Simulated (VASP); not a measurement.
Band structure of BaZrO₃ (space group Pm-3m). Level of theory: LDA (Ceperley-Alder, Perdew-Zunger), VASP's LDA PAW potentials (set 64) (plane waves; VASP).

Unless said otherwise, spin-orbit coupling is left out, though it shifts the bands of the heavy elements here.

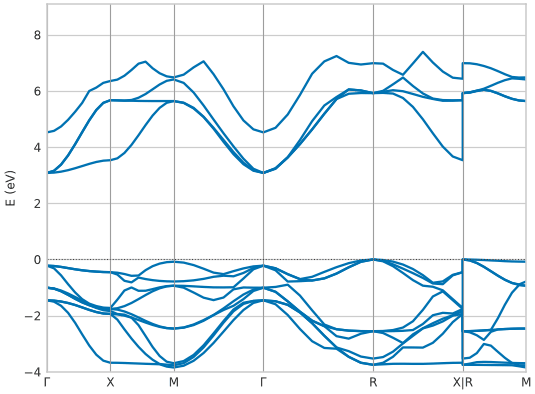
*Bands along high-symmetry lines, zero at the valence-band maximum or, without a gap, the Fermi level*

Read the plot: is there a gap, and where are the band edges?

The gap is indirect, 3.08 eV, from the valence maximum at R to the conduction minimum at Γ.

The structure is a typed BaZrO3 crystal (Pm-3m). The cell was not relaxed at this level.
